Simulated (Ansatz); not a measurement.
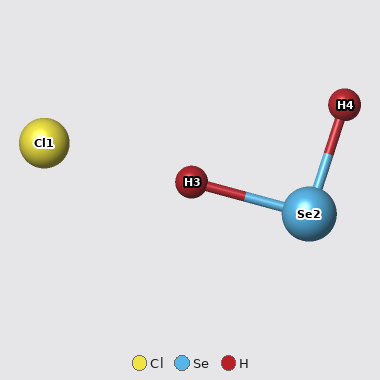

The system is the pair Cl···H₂Se, charge −1; the picture shows the reference structure. The turn is about an axis along (−0.45, −0.89, 0.04) in the frame of the relaxed pair, normal to the line between the partners. Coordinates scanned: (1) distance H3···Cl1; (2) turn of Cl1 about H3. The scan uses an 11 × 11 grid. Points are written as (first, second). Energies: kJ/mol, counted from the lowest grid point. Level of theory: RKS wB97M-V/def2-SVPD in Ansatz.

Its coordinates:

```yaml
atoms:
  - { symbol: Cl, position_ang: [0.5067, -0.3549, -2.2020] }
  - { symbol: Se, position_ang: [-0.7472, 0.4195, 0.9769] }
  - { symbol: H, position_ang: [-0.1852, 0.0731, -0.4336] }
  - { symbol: H, position_ang: [0.4258, -0.1376, 1.6588] }
```

Range: distance H3···Cl1 from 1.635 to 3.035 Å; turn of Cl1 about H3 from −90 to 90°.

Question: What will the energy surface look like?

Answer: The lowest grid point is at (1.895 Å, 0°). It is the only kind of minimum in the scanned range. The highest grid point, (1.635 Å, 90°), lies 535 kJ/mol above the lowest. Round the minimum the two coordinates are nearly uncoupled.

```
turn of Cl1 about H3 ↓, distance H3···Cl1 →  1.635  1.691  1.782  1.895  2.023  2.166  2.320  2.485  2.660  2.843  3.035
                                         90    535    481    402    318    240    173    121     81     54     38     29
                                         72    215    188    152    116     85     62     46     36     31     30     31
                                         54     95     81     62     47     35     28     24     24     26     29     33
                                         36     44     35     25     18     14     13     15     18     23     28     33
                                         18     21     15      8      4      3      6     10     15     21     27     32
                                          0     14      9      3      0      0      3      8     14     20     27     32
                                        −18     21     15      8      4      3      6     10     15     22     28     33
                                        −36     42     34     24     17     13     13     15     19     24     30     35
                                        −54     85     71     55     41     31     25     24     25     28     32     36
                                        −72    167    144    113     84     62     46     37     33     32     34     37
                                        −90    339    296    235    176    127     89     63     47     38     36     36
```

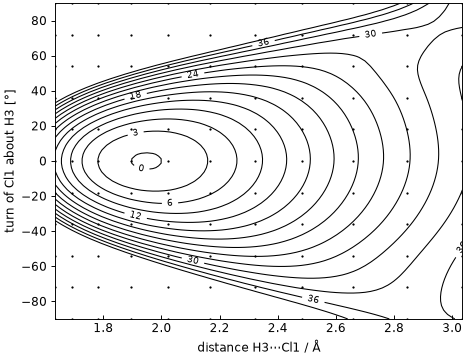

In the figure: contour lines labelled in kJ/mol (none above 39), dots at the grid points. Between grid points the surface is interpolated.

Each point was launched as `ansatz run input.yaml --threads 1 --pin off --max-ram 2560MiB --backend cpu --events-out ev --progress --plain --runs-dir out`. Time for the 121 points that were run: 9.9 min on 1 thread of AMD EPYC 9R45 96-Core Processor (Zen 5), on a shared host.
